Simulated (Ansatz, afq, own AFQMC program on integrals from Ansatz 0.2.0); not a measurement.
# GeH4 (singlet): quantum Monte Carlo beside coupled cluster at scale of all distances = 1.739, cc-pVDZ, part 2 of 2

Ansatz 0.2.0, Gaussian basis, and an in-house AFQMC program (afq) on its integrals; all values are calculated; cc-pVDZ, frozen cores.

## 12. Free-projection AFQMC, CISD trial on RHF (settings varied)

It reads the integrals that the CCSD(T) run on this determinant wrote.

Run with:

```bash
$ afq ham --method free --trial cisd --walkers 2 --time-step 0.02 --max-blocks 120 --target-error 0.00136 --factor-cut 1e-05 --seed 8556 --times 0.0,0.2,0.4,0.8,1.2 --taylor-order 4
```

Standard output:

```text
orbitals 33  electrons 4 4  factors 200 of 505
reference energy -2077.15204967 Eh
CCSD correlation -0.24419547 Eh in 13 cycles, weight of the determinant in the CISD state 0.6402
repeat  energy at the last time / Eh  error
    10  -2077.412251  0.012804
    20  -2077.406827  0.006445
    30  -2077.417639  0.007619
    40  -2077.419939  0.006933
    50  -2077.414691  0.005556
    60  -2077.410304  0.004702
    70  -2077.408824  0.004208
    80  -2077.409771  0.004146
    90  -2077.409532  0.003833
   100  -2077.408666  0.003489
   110  -2077.408840  0.003254
   120  -2077.407647  0.002995
time / (1/Eh)  energy / Eh  error  mean overlap
  0.00  -2077.398685  0.003619  1.5632
  0.20  -2077.402398  0.003432  1.5913
  0.40  -2077.405481  0.003882  1.6171
  0.80  -2077.407095  0.003214  1.6601
  1.20  -2077.407647  0.002995  1.7421
energy -2077.407647 +/- 0.002995 Eh
```

Wall time 2.5 s (1 thread of Arm Neoverse V1, shared host).

Energy -56529.1419 ± 0.0815 eV. Caveats: remainder of the start not in the error; error above the target; large difference.

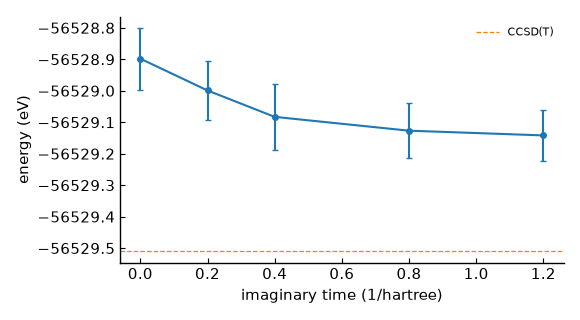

Energy against projection time, with error bars.

## 13. UHF

Input file in.yaml:

```yaml
crystal:
  periodic: [false, false, false]
  atoms:
    - {symbol: Ge, position_ang: [0.000000, 0.000000, 0.000000]}
    - {symbol: H, position_ang: [1.537839, 1.542839, 1.540836]}
    - {symbol: H, position_ang: [-1.544033, -1.537312, 1.540165]}
    - {symbol: H, position_ang: [-1.536972, 1.538168, -1.546361]}
    - {symbol: H, position_ang: [1.543166, -1.543695, -1.534640]}
basis:
  gaussian: {orbitals: cc-pVDZ}
magnetization: {spin_polarized: true, initial_magnetization: 0}
hamiltonian: {xc: hf}
output: {orbitals: {seedname: orbitals}}
```

Run with:

```bash
$ ansatz run in.yaml --threads 1 --pin off --events-out ev --progress --plain --max-ram 1382MiB
```

Standard output, shortened:

```text
Functional definition: HF
  name "HF"
  cite "Fock, Z. Phys. 61, 126 (1930) doi:10.1007/BF01340294"
  parent pbe
[...]
505 factors; integrals over basis functions are off by at most 7.7e-4 eV
[...]
mean field -56526.49372239 eV, -2077.3103292643 hartree, gradient 1.9e-5 eV, S^2 2.444201; 12 other end points of the search recorded, 0 dependent functions left out
reference -56526.49372239 eV, -2077.3103292643 hartree; 18, 18 occupied and 29, 29 virtual orbitals, 505 factors
Total energy: -56526.49372239 eV, -2077.3103292643 hartree
```

Wall time 3.6 s (1 thread of Arm Neoverse V1, shared host).

From the report: ⟨S²⟩ of the determinant 2.444 (pure singlet: 0.00). The determinant is far from a pure spin state, so its energy mixes those of several spin states (harmless only where they are near-degenerate, as at dissociation).

## 14. CCSD(T) on UHF

Edit in.yaml of step 13 so:

```diff
@@ -11,3 +11,2 @@
 magnetization: {spin_polarized: true, initial_magnetization: 0}
-hamiltonian: {xc: hf}
-output: {orbitals: {seedname: orbitals}}
+correlation: {method: ccsd_t, electrons: outside_noble_gas, hamiltonian_folder: ham}
```

The command is unchanged.

Standard output, shortened:

```text
Functional definition: HF
  name "HF"
  cite "Fock, Z. Phys. 61, 126 (1930) doi:10.1007/BF01340294"
  parent pbe
[...]
505 factors; integrals over basis functions are off by at most 7.7e-4 eV
[...]
mean field -56526.49372237 eV, -2077.3103292635 hartree, gradient 1.8e-6 eV, S^2 2.444201; 28 other end points of the search recorded, 0 dependent functions left out
determinant -56526.49372237 eV, -2077.3103292635 hartree, with singles and doubles -56528.92887303 eV, -2077.3998193995 hartree
determinant -56526.28735190 eV, -2077.3027452885 hartree, with singles and doubles -56528.93195874 eV, -2077.3999327974 hartree
determinant -56525.68089639 eV, -2077.2804584596 hartree, with singles and doubles -56527.86539808 eV, -2077.3607374162 hartree
determinant -56525.68033405 eV, -2077.2804377941 hartree, with singles and doubles -56527.86778947 eV, -2077.3608252982 hartree
[...]
determinant -56526.49372237 eV, -2077.3103292635 hartree, with singles and doubles -56529.06868542 eV, -2077.4049574102 hartree
determinant -56526.28735190 eV, -2077.3027452885 hartree, with singles and doubles -56529.17071838 eV, -2077.4087070525 hartree
14 core orbitals not correlated: weight in the atoms' cores, before any rotation towards them, 1.000 or more for the frozen orbitals, at most 0.000 for the correlated occupied ones
reference -56526.28735190 eV, -2077.3027452885 hartree; 4, 4 occupied and 29, 29 virtual orbitals, 505 factors
second order -1.37976883 eV of doubles, -0.00000000 eV of singles
cycle   1  -2.88336465 eV  change    1.8e-6 eV  update   4.8e-6
cycle   2  -2.88335698 eV  change    7.7e-6 eV  update   4.3e-6
perturbative correction -0.28624444 eV, -0.0105192891 hartree
WARN: the results are in doubt because among natural orbitals full CI differs from the method by -0.227 eV
Total energy: -56529.45695332 eV, -2077.4192259923 hartree
In doubt: among natural orbitals full CI differs from the method by -0.227 eV
```

Run time: 14 s. Hardware: 1 thread of Arm Neoverse V1, shared host.

From the report: ⟨S²⟩ of the determinant 2.393 (pure singlet: 0.00); correlation -3.1696 eV; T1 0.132; largest double amplitude 0.20. The determinant is far from a pure spin state, so its energy mixes those of several spin states (harmless only where they are near-degenerate, as at dissociation). Mind the lines of doubt at the end of the log.

This run also writes the integrals to the folder ham.

## 15. CCSDT(Q) on UHF

Edit in.yaml of step 14 so:

```diff
@@ -11,2 +11,2 @@
 magnetization: {spin_polarized: true, initial_magnetization: 0}
-correlation: {method: ccsd_t, electrons: outside_noble_gas, hamiltonian_folder: ham}
+correlation: {method: ccsdt_q, electrons: outside_noble_gas}
```

Launched as before.

Standard output, shortened:

```text
Functional definition: HF
  name "HF"
  cite "Fock, Z. Phys. 61, 126 (1930) doi:10.1007/BF01340294"
  parent pbe
[...]
872 factors; integrals over basis functions are off by at most 8.3e-8 eV
[...]
mean field -56526.49374450 eV, -2077.3103300767 hartree, gradient 2.9e-6 eV, S^2 2.444203; 27 other end points of the search recorded, 0 dependent functions left out
determinant -56526.49374450 eV, -2077.3103300767 hartree, with singles and doubles -56528.92889946 eV, -2077.3998203709 hartree
determinant -56526.28738252 eV, -2077.3027464140 hartree, with singles and doubles -56528.93237987 eV, -2077.3999482736 hartree
determinant -56525.68093062 eV, -2077.2804597178 hartree, with singles and doubles -56527.86186342 eV, -2077.3606075198 hartree
determinant -56525.68036680 eV, -2077.2804389978 hartree, with singles and doubles -56527.86662796 eV, -2077.3607826134 hartree
[...]
determinant -56526.49374450 eV, -2077.3103300767 hartree, with singles and doubles -56529.06873762 eV, -2077.4049593286 hartree
determinant -56526.28738252 eV, -2077.3027464140 hartree, with singles and doubles -56529.17072610 eV, -2077.4087073362 hartree
determinant -56525.58022218 eV, -2077.2767587509 hartree, with singles and doubles -56529.08130815 eV, -2077.4054212869 hartree
14 core orbitals not correlated: weight in the atoms' cores, before any rotation towards them, 1.000 or more for the frozen orbitals, at most 0.000 for the correlated occupied ones
reference -56526.28738252 eV, -2077.3027464140 hartree; 4, 4 occupied and 29, 29 virtual orbitals, 872 factors
second order -1.37977994 eV of doubles, -0.00000000 eV of singles
cycle   1  -1.77162295 eV  change   -3.9e-1 eV  update   8.4e-2
[...]
cycle   9  -3.44465098 eV  change   -1.3e-7 eV  update   3.4e-8
perturbative correction -0.08982001 eV, -0.0033008246 hartree
Total energy: -56529.82185352 eV, -2077.4326358272 hartree
```

Wall time 49 s (1 thread of Arm Neoverse V1, shared host); peak memory 0.29 GiB.

From the report: ⟨S²⟩ of the determinant 2.393 (pure singlet: 0.00); correlation -3.5345 eV; T1 0.188; largest double amplitude 0.36. The determinant is far from a pure spin state, so its energy mixes those of several spin states (harmless only where they are near-degenerate, as at dissociation).

## 16. Phaseless AFQMC, CISD trial on UHF

It reads the integrals that the CCSD(T) run on this determinant wrote.

Run with:

```bash
$ afq ham --method phaseless --trial cisd --walkers 60 --populations 1 --least-time 40 --time-step 0.005 --steps-per-block 50 --equilibration-blocks 40 --max-blocks 300 --target-error 0.00068 --factor-cut 1e-05 --start spin_pure --seed 2750 --release-times 0.24,0.51,0.99,1.62,2.4 --release-step 0.03 --release-every 4 --taylor-order 6
```

Standard output:

```text
orbitals 33  electrons 4 4  factors 200 of 505
reference energy -2077.30274529 Eh
CCSD correlation -0.10596144 Eh in 23 cycles, weight of the determinant in the CISD state 0.5214
energy of the start -2077.351452 Eh
 block  time / (1/Eh)  mean weight  energy / Eh
     1     0.250  0.9992  -2077.368742
     2     0.500  1.0005  -2077.377131
     3     0.750  1.0019  -2077.386588
     4     1.000  0.9998  -2077.392681
     5     1.250  0.9997  -2077.403796
     6     1.500  1.0001  -2077.403550
     7     1.750  0.9993  -2077.402623
     8     2.000  0.9999  -2077.407289
     9     2.250  1.0010  -2077.406595
    10     2.500  1.0003  -2077.414142
    17     4.250  0.9983  -2077.421415
    25     6.250  1.0012  -2077.407546
    33     8.250  0.9994  -2077.431741
    41    10.250  1.0005  -2077.426050
    49    12.250  0.9995  -2077.429674
    57    14.250  1.0004  -2077.440301
    65    16.250  0.9996  -2077.434696
    73    18.250  1.0000  -2077.414155
    81    20.250  0.9981  -2077.425472
    89    22.250  0.9981  -2077.419732
    97    24.250  0.9979  -2077.433091
   105    26.250  1.0013  -2077.423819
   113    28.250  0.9997  -2077.433861
   121    30.250  1.0005  -2077.429700
   129    32.250  1.0004  -2077.416687
   137    34.250  1.0012  -2077.433550
   145    36.250  1.0001  -2077.423378
   153    38.250  1.0002  -2077.420537
   161    40.250  1.0005  -2077.417973
   169    42.250  0.9997  -2077.429758
   177    44.250  1.0009  -2077.416490
   185    46.250  1.0004  -2077.417373
   193    48.250  1.0003  -2077.420813
   201    50.250  1.0006  -2077.435519
   209    52.250  1.0027  -2077.422703
   217    54.250  1.0010  -2077.420179
   225    56.250  1.0009  -2077.424230
   233    58.250  0.9990  -2077.421741
   241    60.250  0.9996  -2077.417651
   249    62.250  1.0002  -2077.420420
   257    64.250  1.0011  -2077.413998
   265    66.250  1.0004  -2077.420357
   273    68.250  0.9998  -2077.427960
   281    70.250  1.0016  -2077.427491
   289    72.250  1.0001  -2077.434374
   297    74.250  1.0012  -2077.428919
   305    76.250  1.0005  -2077.425114
   313    78.250  0.9992  -2077.427250
   321    80.250  0.9984  -2077.414577
   329    82.250  1.0012  -2077.425551
   337    84.250  1.0004  -2077.428939
blocks merged  error / Eh  count
     1  0.000382  300
     2  0.000501  150
     4  0.000635  75
     8  0.000817  37
    16  0.000925  18
    32  0.001016  9
released: time / (1/Eh)  energy / Eh  error  mean overlap
  0.24  -2077.425570  0.000932  1.0043
  0.51  -2077.426386  0.000951  1.0052
  0.99  -2077.426711  0.000970  1.0141
  1.62  -2077.428800  0.001542  1.0053
  2.40  -2077.429280  0.001601  1.0028
energy -2077.424646 +/- 0.000925 Eh
```

It took 3.9 min on 1 thread of Arm Neoverse V1, shared host.

Energy -56529.6044 ± 0.0252 eV. Caveats: constraint bias not in the error; large difference.

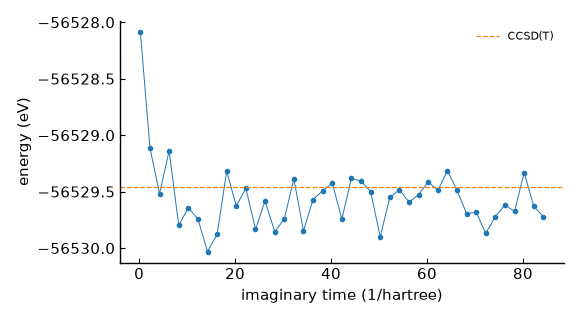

Block energies along the walk.

## 17. Free-projection AFQMC, CISD trial on UHF (settings varied)

It reads the integrals that the CCSD(T) run on this determinant wrote.

Run with:

```bash
$ afq ham --method free --trial cisd --walkers 2 --time-step 0.02 --max-blocks 120 --target-error 0.00136 --factor-cut 1e-05 --seed 8556 --times 0.0,0.2,0.4,0.8,1.2 --taylor-order 4
```

Standard output:

```text
orbitals 33  electrons 4 4  factors 200 of 505
reference energy -2077.30274529 Eh
CCSD correlation -0.10596144 Eh in 23 cycles, weight of the determinant in the CISD state 0.5214
repeat  energy at the last time / Eh  error
    10  -2077.416705  0.006803
    20  -2077.419713  0.004570
    30  -2077.419960  0.003672
    40  -2077.417953  0.003476
    50  -2077.419163  0.003206
    60  -2077.417892  0.002766
    70  -2077.418423  0.002527
    80  -2077.418503  0.002214
    90  -2077.419643  0.002189
   100  -2077.418141  0.002120
   110  -2077.418431  0.002019
   120  -2077.417902  0.001924
time / (1/Eh)  energy / Eh  error  mean overlap
  0.00  -2077.410276  0.001476  1.9342
  0.20  -2077.411566  0.001522  1.9401
  0.40  -2077.413011  0.001632  1.9620
  0.80  -2077.416017  0.001646  1.9873
  1.20  -2077.417902  0.001924  1.9882
energy -2077.417902 +/- 0.001924 Eh
```

Wall time 4.3 s (1 thread of Arm Neoverse V1, shared host).

Energy -56529.4209 ± 0.0523 eV. Caveats: remainder of the start not in the error; start is not spin pure; large difference.

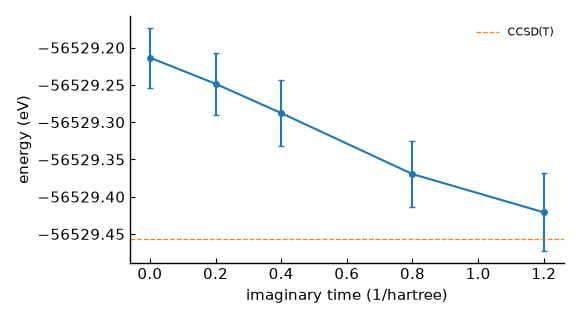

Energy against projection time, with error bars.

## 18. AFQMC on the ladder

On the RHF determinant, counted from CCSDT(Q) (a yardstick, not exact):

```tsv
level	energy (eV)	from CCSDT(Q) (kcal/mol)	statistical error (kcal/mol)	time
HF	-56522.1867	+175.84		
MP2	-56526.8045	+69.35		
CCSD	-56528.8316	+22.61		
CCSD(T)	-56529.5103	+6.96		
CCSDT(Q)	-56529.8120	0.00		
Phaseless AFQMC, CISD trial, step 0.005, 60 walkers	-56529.3323	+11.06	1.05	1.9 min
Phaseless AFQMC, single-determinant trial, step 0.005, 160 walkers	-56528.1251	+38.90	1.38	78 s
```

On the UHF determinant, counted from CCSDT(Q) (a yardstick, not exact):

```tsv
level	energy (eV)	from CCSDT(Q) (kcal/mol)	statistical error (kcal/mol)	time
HF	-56526.2874	+81.51		
MP2	-56527.6671	+49.69		
CCSD	-56529.1707	+15.02		
CCSD(T)	-56529.4570	+8.41		
CCSDT(Q)	-56529.8219	0.00		
Phaseless AFQMC, CISD trial, step 0.005, 60 walkers	-56529.6044	+5.01	0.58	3.9 min
```

The functionals' totals stand on their own zeros and serve differences with other points: PBE -56563.339 eV; r2SCAN -56571.513 eV; PBE0 -56564.306 eV; B3LYP -56573.474 eV; wB97M-V -56567.416 eV; B2PLYP -56559.844 eV.

## 19. Results

This closing draws on all 2 parts.

```
                                        quantity                   value
                    CCSD(T) on RHF from CCSDT(Q)          +6.96 kcal/mol
Phaseless AFQMC, CISD trial on RHF from CCSDT(Q)  +11.06 ± 1.05 kcal/mol
                    CCSD(T) on UHF from CCSDT(Q)          +8.41 kcal/mol
Phaseless AFQMC, CISD trial on UHF from CCSDT(Q)   +5.01 ± 0.58 kcal/mol
```

On RHF the phaseless walk with the CISD trial lies +11.06 kcal/mol from CCSDT(Q), 11 times its error bar. On UHF the phaseless walk with the CISD trial lies +5.01 kcal/mol from CCSDT(Q), 9 times its error bar. Error bars are statistical and leave out the constraint, the time step and what remains of the start.
